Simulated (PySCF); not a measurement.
## Electronic structure of C₃H₉NSi₂ in real space

```xyz
15

N     3.2334    0.4552   -0.8790
C     2.1472    0.1104   -0.9786
C     0.7867   -0.3485   -1.0620
C     0.0864   -0.2579    0.3042
Si   -1.5567   -1.2274    0.2630
Si   -0.1099    1.5613    0.8532
H     0.8104   -1.3830   -1.4237
H     0.2585    0.2561   -1.8050
H     0.7329   -0.7519    1.0383
H    -2.4563   -0.6132   -0.7152
H    -2.1551   -1.2226    1.5949
H    -1.2729   -2.6039   -0.1582
H    -0.9736    2.2368   -0.1202
H    -0.7302    1.5792    2.1771
H     1.1949    2.2175    0.8893
```

Geometry: GFN2-xTB.

Computed with B3LYP/def2-SVPD, SCF density, gas phase (PySCF).

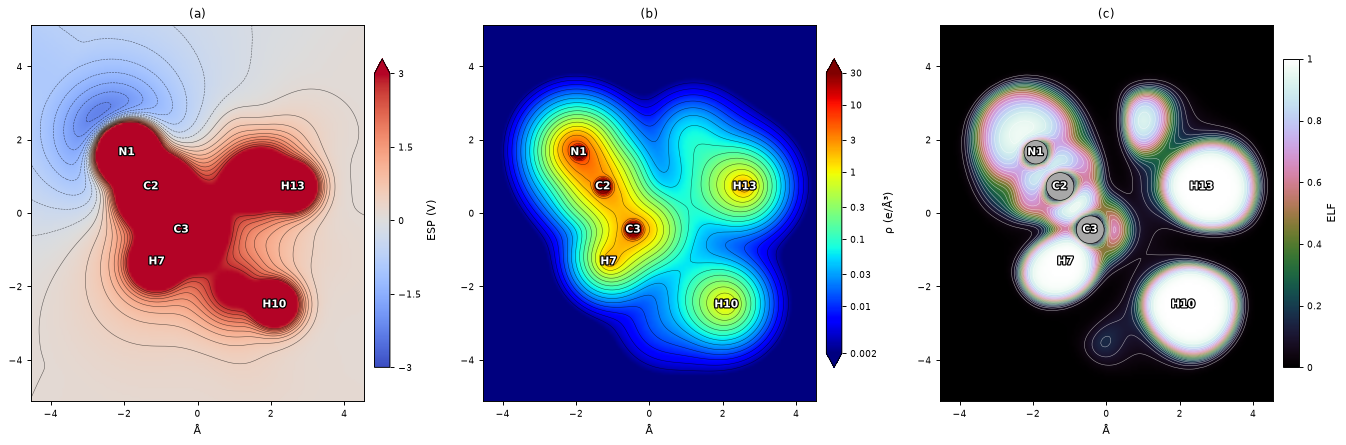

Figure 1. (a) electrostatic potential; (b) electron density; (c) electron localisation function on the plane of atoms C2, C3 and H7. Grey discs cover the atomic cores in the ELF map.

> What do the fields say about this system?

The section cuts through N, C and H sites. C–N (1.14 Å): the density is about 3.6 e/Å³ at the midpoint; the ELF peaks at about 0.85 between the atoms (a multiple bond). C–C (1.44 Å): ρ at the midpoint is about 1.9 e/Å³; the ELF peaks at about 0.95 between the atoms: localised, covalent bonding. C–H (1.10 Å): ρ at the midpoint is about 2 e/Å³; the ELF climbs to about 1 towards the hydrogen, as it does in any bond to H; a covalent bond by its length. The ELF also peaks beside N1, away from the bonds: lone-pair regions. Outside the dense part of the molecule the potential is most negative (−2.2 V) near N1.

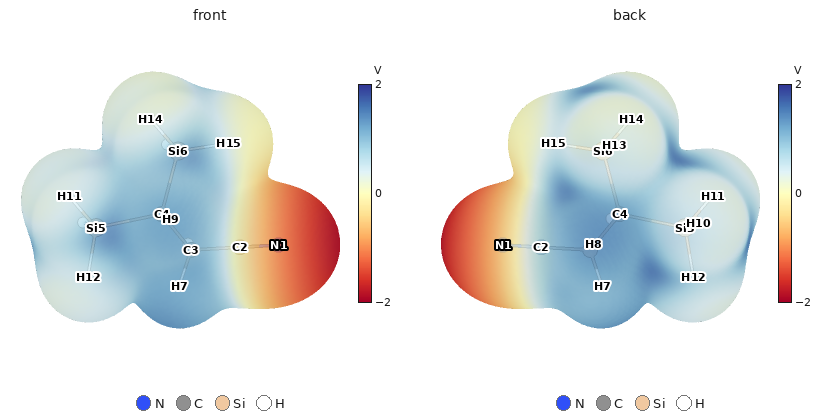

Figure 2. The molecular electrostatic potential painted on the density surface at 0.002 e/bohr³, seen from the front and from behind; the colour scale runs from red (negative) to blue (positive).

> Which sites attract a positive test charge, and which a negative one?

A positive charge is drawn to the negative regions and a negative charge to the positive ones. The most negative region (about −1.9 V) lies over N1, the most positive (about +1.5 V) over Si5 and Si6. N1 is the likeliest acceptor of a hydrogen bond.

> How polar is the molecule by this calculation?

Its dipole moment is 3.57 D.
